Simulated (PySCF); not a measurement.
Input file:

```
{"job": {"kind": "nmr", "xc": "PBE0", "basis": "pcSseg-1"}, "charge": 0, "multiplicity": 1}
C     -3.635167     1.787538    -0.713290
C     -2.597151     1.252666    -0.983938
C     -1.353000     0.606599    -1.281842
Si    -1.306522    -1.221733    -0.711312
N      0.399601    -1.519701    -0.658862
Si     1.618394    -0.284028    -0.509456
O      2.444958    -0.450880     0.885536
Si     2.513491    -0.640949     2.490145
Si     0.186953     1.507691    -0.549933
H     -4.542280     2.263787    -0.490435
H     -1.231013     0.606101    -2.370858
H     -1.948974    -1.389483     0.599289
H     -1.906547    -2.129860    -1.696296
H      0.687650    -2.480569    -0.575187
H      2.671256    -0.564096    -1.489240
H      1.981703     0.572969     3.110474
H      3.936212    -0.832625     2.758135
H      1.719718    -1.811452     2.865486
H      0.548813     2.636981    -1.425767
H     -0.193244     2.101724     0.744314
```

Launched as:

```sh
OMP_NUM_THREADS=1 python probes_run.py task.json out
```

Geometry: GFN2-xTB.

All numbers below come from PBE0/pcSseg-1, SCF density, gas phase, non-relativistic (PySCF).

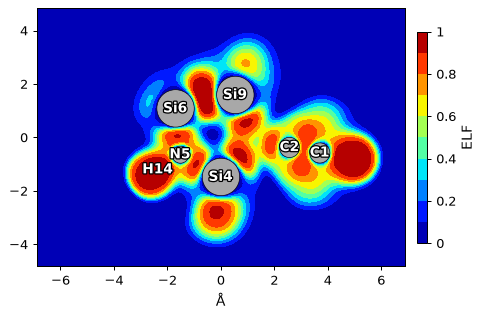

C3H11NOSi4. ELF on the plane of atoms N5, Si6 and Si9. Grey discs cover the atomic cores.

Read the bonding off the picture.

Answer. Atoms in the plane: C, Si, N and H.
C–C (1.20 Å): the ELF peaks at about 0.85 between the atoms: a multiple bond.
Si–N (1.73 Å): the ELF peaks at about 0.90 between the atoms, as expected for a shared but strongly polarised pair.
Si–Si (2.29 Å): the ELF peaks at about 1 between the atoms (a covalent bond).
N–H (1.01 Å): the ELF climbs to about 1 towards the hydrogen, as it does in any bond to H; a covalent bond by its length.
